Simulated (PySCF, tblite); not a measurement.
# C5H7O radical: geometry, infrared bands and EPR parameters

What infrared bands and EPR parameters should C5H7O radical (`C=C/C(C)=C\[O]`) show?

Computed with tblite 0.8.0 and PySCF 2.14.0, with density-fitted response routines of our own, on a single molecule in the gas phase. Atoms are numbered from 0 throughout.

### Step 1. Starting geometry

13 atoms, charge 0, multiplicity 2; geometry from: force field or distance geometry start.

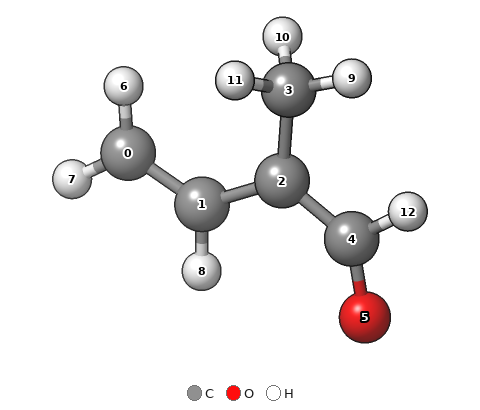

The starting geometry (carbon grey, oxygen red, hydrogen white), atoms numbered.

### Step 2. Geometry optimisation with GFN2-xTB

The job: settings as JSON, then the geometry in Å.

```
{"job": {"kind": "relax", "xc": "GFN2-xTB", "basis": "xTB"}, "charge": 0, "multiplicity": 2}
C      1.764600    -1.029200     0.082300
C      1.110300     0.074700    -0.353000
C     -0.284200     0.399300    -0.139600
C     -1.154900    -0.560000     0.613700
C     -0.819900     1.552300    -0.623200
O     -0.340700     2.515000    -1.291000
H      1.261500    -1.804000     0.641400
H      2.816500    -1.145000    -0.131300
H      1.683500     0.813200    -0.903700
H     -2.194400    -0.224700     0.719600
H     -1.186200    -1.541600     0.116700
H     -0.774100    -0.710500     1.640400
H     -1.886400     1.661100    -0.389900
```

On the command line:

```bash
$ OMP_NUM_THREADS=1 python probes_run.py task.json out
```

The driver reads the jobs from task.json and runs them one after another.

**Question.** This job is followed by: GFN2-xTB harmonic vibrations, gas phase; UKS B3LYP, pcH-1 on C H O, non-relativistic, mean-field spin-orbit, GIAO. What will the session give for the following? strongest single infrared mode (GFN2-xTB); zero-point energy (GFN2-xTB); g(iso) (B3LYP); ⟨S²⟩; largest a(iso) (averaged by class); surface potential, least and greatest.

**Answer**, as computed:

```
                                 quantity                  value
strongest single infrared mode (GFN2-xTB)  1644 cm⁻¹, 270 km/mol
             zero-point energy (GFN2-xTB)          64.0 kcal/mol
                           g(iso) (B3LYP)                2.00422
                                     ⟨S²⟩     0.777 (exact 0.75)
       largest a(iso) (averaged by class)    13C on C2, 49.9 MHz
    surface potential, least and greatest     -1.75 V and 1.09 V
```

**Reading.** Relaxing lowered the energy by 0.272 eV in 35 steps; the close pair that moved most is C2–C4, from 1.360 to 1.440 Å. No mode is imaginary among the 33: a minimum at this level. The strongest single mode, at 1644 cm⁻¹, moves mainly C4 and O5. GFN2-xTB is a fitted tight-binding method: band positions and strengths are rough. Its intensities can rank the bands wrongly. The largest spin populations lie on C2 (0.59 e), C0 (0.49 e). The isotropic g lies 1.9 ppt above the free-electron value.
